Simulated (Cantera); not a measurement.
Charge: 1 mol BaF2, 0.038 mol O2, 0.84 mol N2, at 4.50 mbar.

These are equilibrium values from Cantera (NASA tables, ideal gas, pure condensed phases), not measurements of a reactor. Candidate condensed phases: Ba, BaF2, BaO; 20 gas species. The numbers say what is thermodynamically allowed, not how fast it happens.

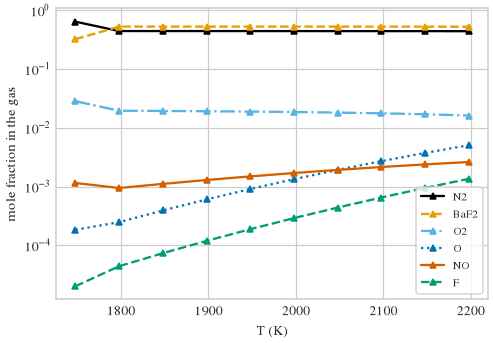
Figure. Equilibrium gas composition (values under 1e-9 drawn at 1e-9)

Q: Read off the mole fractions at 1798 K.

A: BaF2 about 0.53, N2 about 0.45, O2 about 0.020, NO about 0.00095, O about 0.00025, F about 4.4e-5.
